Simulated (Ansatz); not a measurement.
**BF3 (boron trifluoride): SVWN5/STO-3G**

What is the vertical electron affinity of BF3 (boron trifluoride) at SVWN5/STO-3G? 

Program for the calculation: Ansatz 0.2.0.

43 further runs of the same task are left out: 4 that didn't finish, 39 set aside as unsound or not needed.

### 1 The structure to begin with

The species is BF3 (4 atoms), meant as a singlet with charge 0. As SMILES, `FB(F)F`. Geometry: relaxed at PBE0-D4/def2-TZVP.

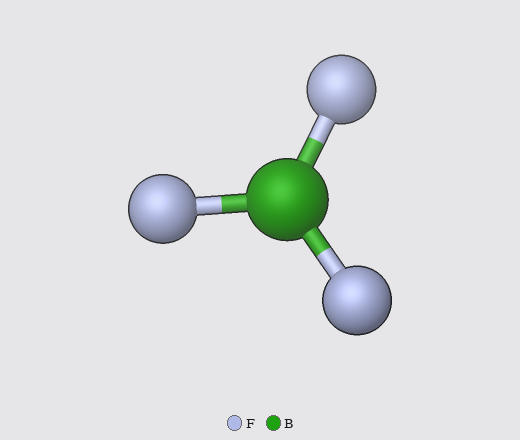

Viewed from a chosen angle; fluorine light blue, boron green.

### 2 A single-point energy at SVWN5/STO-3G

Input file job.yaml:

```yaml
crystal:
  periodic: [false, false, false]
  atoms:
    - {symbol: F, position_ang: [0.543870, 0.210740, 1.174280]}
    - {symbol: B, position_ang: [0.000020, -0.000000, 0.000010]}
    - {symbol: F, position_ang: [-0.265170, -1.223510, -0.389620]}
    - {symbol: F, position_ang: [-0.278730, 1.012770, -0.784660]}
basis:
  gaussian:
    orbitals: STO-3G
hamiltonian:
  xc: {name: SVWN5}
accuracy: high
```

The run is started by

```console
ansatz run job.yaml --threads 1 --pin off --max-ram 3480MiB --events-out events.jsonl --progress --plain --runs-dir runs
```

The program printed:

```text
Warning: RAYON_NUM_THREADS=1 ignored (pool sized by the plan → 1); use --threads N
Functional definition: SVWN5
  name "SVWN5"
  exchange = slater_x
  correlation = vwn5_c
366 factors; integrals over basis functions are off by at most 3.2e-8 eV
mean field evaluation 1: about -8644.0677 eV, gradient 1.1e1 eV
mean field evaluation 2: about -8643.9135 eV, gradient 1.4e1 eV
mean field evaluation 4: about -8644.5032 eV, gradient 8.7e-3 eV
mean field evaluation 8: about -8644.4514 eV, gradient 4.4e-4 eV
mean field -8644.45143768 eV, -317.6777309152 hartree, gradient 6.2e-8 eV, S^2 0.000000; 0 other end points of the search recorded, 0 dependent functions left out
reference -8644.45143883 eV, -317.6777309573 hartree; 16, 16 occupied and 4, 4 virtual orbitals, 366 factors
Total energy: -8644.45143883 eV, -317.6777309573 hartree
```

Run time: 0.66 s. Hardware: 1 thread of Arm Neoverse V1, shared host.

### 3 The doublet anion, same level

Input file input.yaml:

```yaml
crystal:
  periodic: [false, false, false]
  atoms:
    - {symbol: F, position_ang: [0.543870, 0.210740, 1.174280]}
    - {symbol: B, position_ang: [0.000020, -0.000000, 0.000010]}
    - {symbol: F, position_ang: [-0.265170, -1.223510, -0.389620]}
    - {symbol: F, position_ang: [-0.278730, 1.012770, -0.784660]}
basis:
  gaussian:
    orbitals: STO-3G
magnetization:
  spin_polarized: true
  initial_magnetization: 1
hamiltonian:
  xc: {name: SVWN5}
total_charge: -1
accuracy: high
```

The run is started by

```console
ansatz run input.yaml --threads 1 --pin off --max-ram 3480MiB --events-out events.jsonl --progress --plain --runs-dir runs
```

The program printed:

```text
Warning: RAYON_NUM_THREADS=1 ignored (pool sized by the plan → 1); use --threads N
[... 4 set-up lines as earlier in the session ...]
366 factors; integrals over basis functions are off by at most 3.2e-8 eV
mean field evaluation 1: about -8634.5201 eV, gradient 8.5e0 eV
mean field evaluation 2: about -8634.6881 eV, gradient 6.2e0 eV
mean field evaluation 4: about -8634.9115 eV, gradient 2.9e-2 eV
mean field evaluation 8: about -8634.8707 eV, gradient 2.1e-4 eV
mean field evaluation 16: about -8634.8707 eV, gradient 4.7e-9 eV
mean field -8634.87070711 eV, -317.3256455606 hartree, gradient 4.7e-9 eV, S^2 0.750608; 0 other end points of the search recorded, 0 dependent functions left out
reference -8634.87070827 eV, -317.3256456032 hartree; 17, 16 occupied and 3, 4 virtual orbitals, 366 factors
Total energy: -8634.87070827 eV, -317.3256456032 hartree
```

It took 0.99 s on 1 thread of Arm Neoverse V1, shared host; peak memory 0.1 GiB.

### 4 What came out

Level: SVWN5/STO-3G.

```
                                         quantity          value
                        singlet BF3: total energy  -317.67773 Eh
                      doublet anion: total energy  -317.32565 Eh
                              doublet anion: ⟨S²⟩          0.751
vertical electron affinity (to the doublet anion)      -9.581 eV
```

In words: The anion lies 9.58 eV (221 kcal/mol) above the neutral: the electron isn't bound at this level, and such a value depends on the basis. Without diffuse functions anions come out too high. In a minimal basis such a difference can be off by several eV, whatever the method.
